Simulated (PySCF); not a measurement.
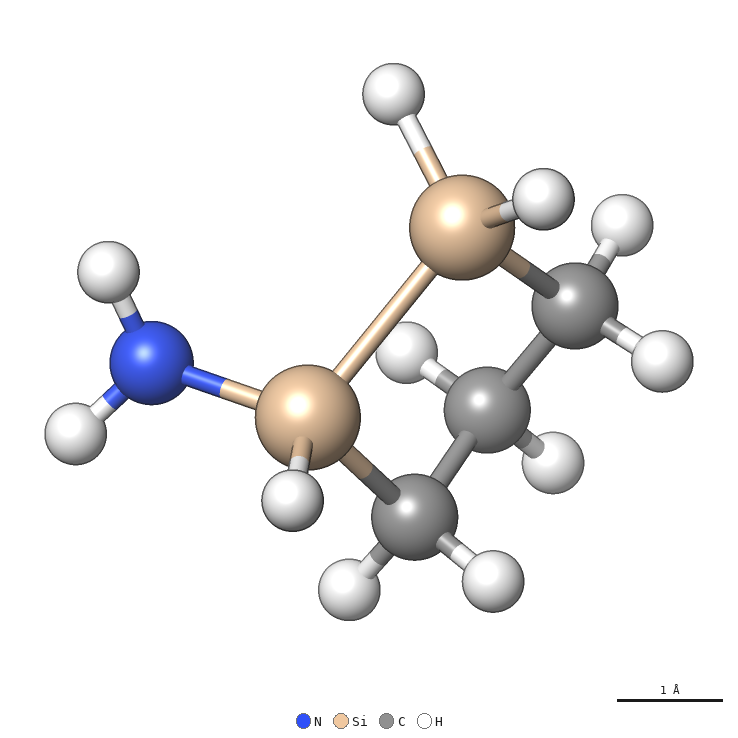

The picture shows a molecular structure as a ball-and-stick model.

The geometry was computed by an optimisation with PBE0-D3(BJ)/def2-SVP. No frequency run is at hand to confirm it as a minimum.

Give the formula.

Answer. C3H11NSi2, 17 atoms: 3 carbon, 11 hydrogen, 1 nitrogen and 2 silicon.

What is the point group of this geometry?

Answer. C1.

The parts below concern this one geometry. Atoms keep their numbers from picture to picture.

### Shape

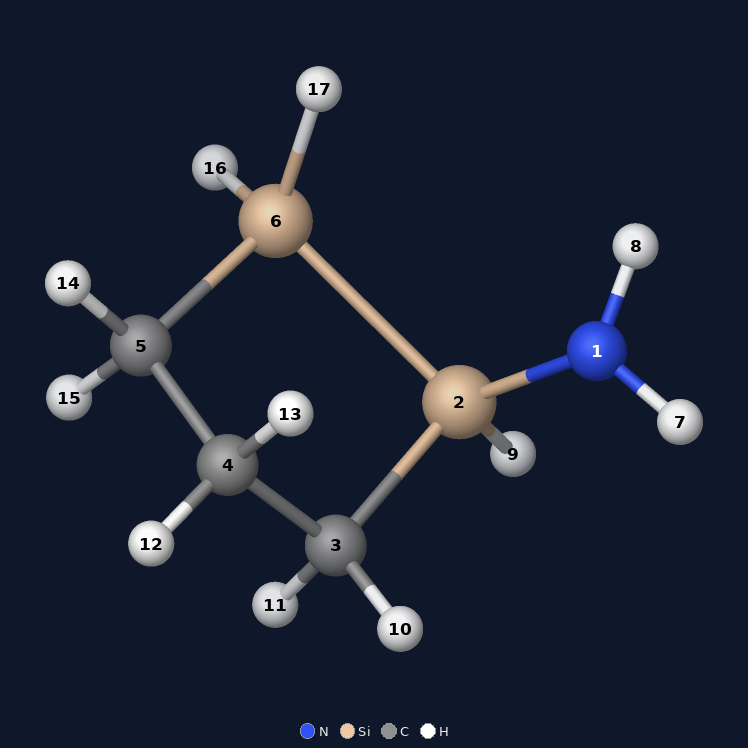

No frequency run is at hand to confirm it as a minimum.

Which atoms are bonded, and how long are the bonds? Leave out bonds to hydrogen.

```tsv
bond	length (Å)	order
N1–Si2	1.742	single
Si2–C3	1.899	single
Si2–Si6	2.343	single
C3–C4	1.536	single
C4–C5	1.537	single
C5–Si6	1.911	single
```

### Electronic properties

No frequency run is at hand to confirm it as a minimum. Properties computed with CAM-B3LYP/def2-SVPD, gas phase (PySCF 2.14.0). Excitations: vertical, linear response.

Predict the main results.

- dipole moment: 0.93 D
- HOMO energy (Kohn–Sham orbital): −8.48 eV
- LUMO energy (Kohn–Sham orbital): 1.00 eV
- HOMO–LUMO gap: 9.48 eV
- mean static polarisability: 97.4 bohr³
- lowest vertical singlet excitation: 6.21 eV
- its oscillator strength: 0.013
- brightest of the 10 lowest singlets: 7.44 eV
- its oscillator strength: 0.18

### NMR shielding

The questions are on isotropic NMR shieldings of the Si atoms. No frequency run is at hand to confirm it as a minimum. Properties computed with GIAO PBE0/pcSseg-1 NMR shielding, non-relativistic, gas phase (PySCF 2.14.0).

Give the isotropic NMR shieldings of the Si atoms atom by atom.

```json
{"atom": "Si2", "σ (ppm)": "368.6"}
{"atom": "Si6", "σ (ppm)": "417.3"}
```

### Quadrupole coupling

No frequency run is at hand to confirm it as a minimum. Electric field gradients from the ground-state density, PBE0/pcSseg-1 (PySCF 2.14.0), non-relativistic apart from any core potentials.

Give the largest field-gradient component, the quadrupole coupling constant and the asymmetry for 14N at N1 (Q = 20.44 mb), 2H at H7 (Q = 2.86 mb), 2H at H8 (Q = 2.86 mb).

```json
{"atom": "N1", "V_zz (a.u.)": "−0.956", "e²qQ/h (MHz)": "−4.59", "η": "0.29"}
{"atom": "H7", "V_zz (a.u.)": "0.409", "e²qQ/h (MHz)": "0.275", "η": "0.17"}
{"atom": "H8", "V_zz (a.u.)": "0.411", "e²qQ/h (MHz)": "0.276", "η": "0.17"}
```
